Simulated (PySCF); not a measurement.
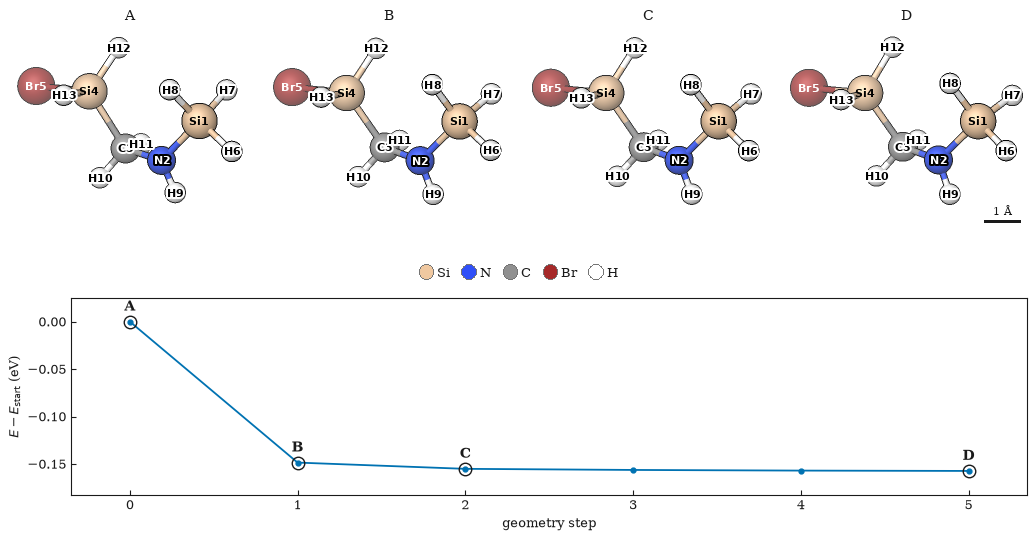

Frames of a relaxation of CH₈BrNSi₂, marked on the history of the run. Style: ball-and-stick. Shown from a free direction.

The start comes from GFN2-xTB. Its atoms were then displaced at random by about 0.01 Å.

Computed with PySCF 2.14.0, density-fitted response routines, PBE0-D3(BJ)/def2-SVP geometry optimisation, gas phase. 

Question: What happens along the run?

Answer: After 5 geometry steps the energy has fallen by 0.157 eV. H7 moves most after the best rigid fit: 0.29 Å. By element the largest moves are H 0.29 Å, Br 0.13 Å, C 0.08 Å, Si 0.06 Å, N 0.04 Å. Among the contacts that change: Si1–Si4 3.435 → 3.509 Å, Si4–Br5 2.189 → 2.234 Å, Si1–N2 1.695 → 1.736 Å, Si1–H7 1.462 → 1.501 Å. Bond angles that change, for instance: Si4–C3–H10 107.2° → 103.8°, H12–Si4–H13 113.5° → 110.3°, N2–C3–H11 111.6° → 114.4°. From step 0 to 1: H atoms move most (0.20 Å), energy −0.149 eV. From step 1 to 2: H13 moves most (0.04 Å), energy −0.007 eV. From step 2 to 5: H7 moves most (0.08 Å), energy −0.002 eV.

| step | E − E(0), eV |
| --- | --- |
| 0 | 0.0000 |
| 1 | -0.1486 |
| 2 | -0.1552 |
| 3 | -0.1563 |
| 4 | -0.1570 |
| 5 | -0.1574 |
